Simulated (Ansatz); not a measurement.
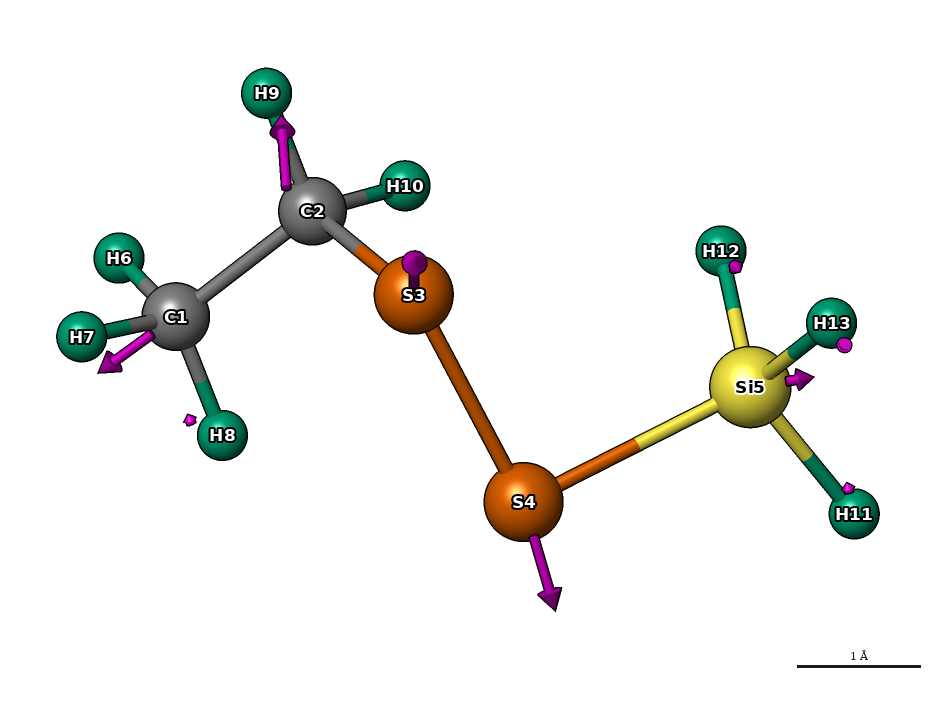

Arrows show the forces on the atoms, 4 Å of arrow for 1 eV/Å; forces under a tenth of the largest aren't drawn. Level of theory: r2SCAN-D4/def2-TZVPP (Ansatz 0.2.0).

### On which atom is the force largest, and how large is it?

On S3: 0.22 eV/Å.

List the force components in the frame of the picture (x right, y up, z towards the viewer), in eV/Å.

```tsv
atom	Fx	Fy	Fz
C1	−0.11	−0.08	−0.05
C2	−0.01	0.15	−0.11
S3	0.00	0.06	0.22
S4	0.05	−0.16	−0.04
Si5	0.06	0.01	−0.01
H6	0.01	−0.01	0.01
H7	0.01	0.00	−0.01
H8	−0.01	0.02	0.01
H9	0.00	0.00	0.00
H10	0.00	0.00	0.00
H11	−0.01	0.02	0.01
H12	0.02	−0.02	0.02
H13	−0.01	−0.01	−0.03
```
